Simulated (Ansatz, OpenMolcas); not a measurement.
How methods differ on CH6Sn (SMILES [CH3][SnH3])

The species is CH6Sn (8 atoms), meant as a singlet with charge 0. SMILES: `[CH3][SnH3]`. The shape is that of a PBE0-D4/def2-TZVP optimisation.

```xyz
8

C     1.0945    0.3674   -0.1106
Sn   -0.9194   -0.3291    0.0821
H     1.3005    0.6277   -1.1488
H     1.7893   -0.4112    0.2040
H     1.2446    1.2492    0.5123
H    -2.0120    0.8868   -0.4175
H    -1.1567   -1.7164   -0.8878
H    -1.2487   -0.7315    1.7104
```

Quantity: the electronic atomisation energy, in eV. The values are calculated. Electronic energies at fixed atoms, without zero-point motion or spin-orbit coupling.

| level | kind | program | value (eV) | CPU time (all runs) |
| --- | --- | --- | --- | --- |
| BLYP/def2-SVP (core potential) | GGA | Ansatz | 23.57 | 6.1 s |
| revPBE/def2-SVP (core potential) | GGA | Ansatz | 23.34 | 5.6 s |
| B3LYP/def2-SVP (core potential) | global hybrid | OpenMolcas | 23.95 | 45 s |
| BHLYP/def2-SVP (core potential) | global hybrid | Ansatz | 23.70 | 6 s |
| PBE-QIDH/def2-SVP (core potential) | double hybrid | Ansatz | 23.72 | 7.5 s |
| RPA@PBE/def2-SVP (core potential) | RPA | Ansatz | 22.57 | 9.4 s |
| MP2/def2-SVP (core potential) | perturbation theory | Ansatz | 22.73 | 1.7 s |
| CCSD/def2-SVP (core potential) | coupled cluster or CI | Ansatz | 22.92 | 5.9 s |

The values span 22.57 to 23.95 eV. In the correlated wave-function rows the outer d shell of Sn is correlated, in sets not made for it. Times are those of the runs behind each value, whatever else they computed, on shared processors of several kinds: orders of magnitude only.

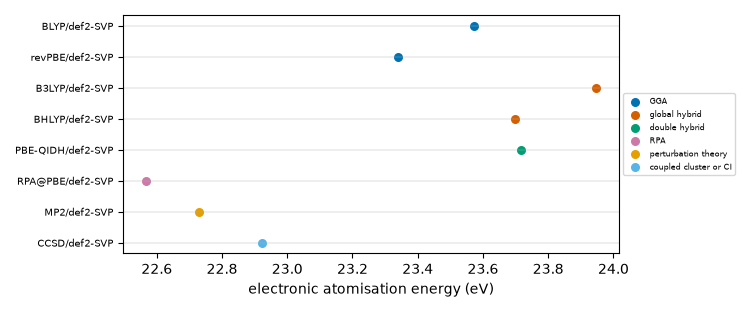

The values of the table, level by level.
